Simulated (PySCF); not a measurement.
C₂H₆N₂Si₂ (SMILES C#C[SiH]1N[SiH2]N1)

Input file:

```
{"job": {"kind": "nmr", "xc": "PBE0", "basis": "pcSseg-1"}, "charge": 0, "multiplicity": 1}
C      3.119980    -0.399531    -0.317127
C      1.985421     0.042660    -0.335129
Si     0.276987     0.724982    -0.372159
N     -0.933049    -0.343243    -1.022486
Si    -1.797034    -0.460180     0.491981
N     -0.589774     0.628476     1.133627
H      4.120658    -0.794958    -0.299266
H      0.386457     2.073426    -0.998558
H     -1.068748    -0.752833    -1.933932
H     -3.198941     0.064380     0.476280
H     -1.846156    -1.819887     1.116231
H     -0.415988     1.008914     2.051177
```

Run with:

```sh
OMP_NUM_THREADS=1 python probes_run.py task.json out
```

Geometry: PBE0-D3(BJ)/def2-SVP.

The calculation used PBE0/pcSseg-1, SCF density, gas phase, non-relativistic in PySCF 2.14.0.

Predict the electron density and electron localisation function between the atoms.

Answer. C–C (1.22 Å): the density is about 2.7 e/Å³ at the midpoint; the ELF peaks at about 0.85 between the atoms: a multiple bond.
C–Si (1.84 Å): ρ at the midpoint is about 0.95 e/Å³; the ELF peaks at about 0.95 between the atoms, as expected for localised, covalent bonding.
C–H (1.08 Å): the density is about 2 e/Å³ at the midpoint; the ELF climbs to about 1 towards the hydrogen, as it does in any bond to H (an ordinary covalent bond to hydrogen).
Si–H (1.49 Å): the density is about 0.81 e/Å³ at the midpoint; the ELF climbs to about 1 towards the hydrogen.

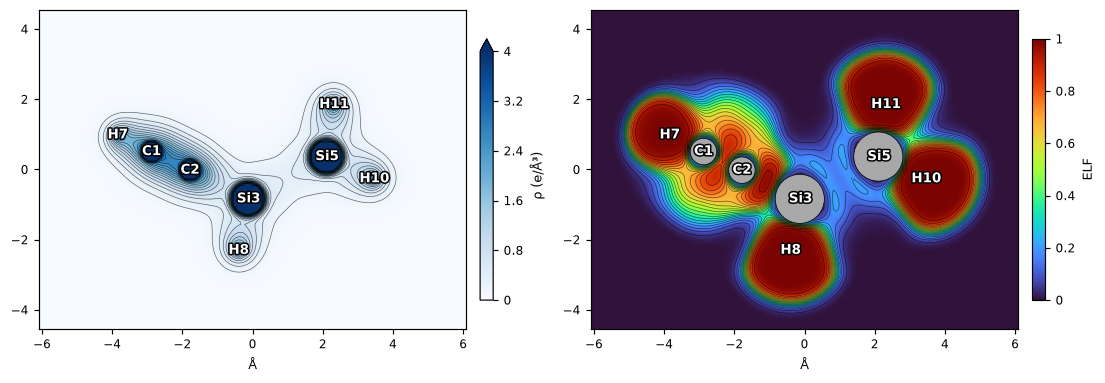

Computed electron density and electron localisation function on the plane of atoms C2, Si3 and H8, in this order. Grey discs cover the atomic cores in the ELF map. 
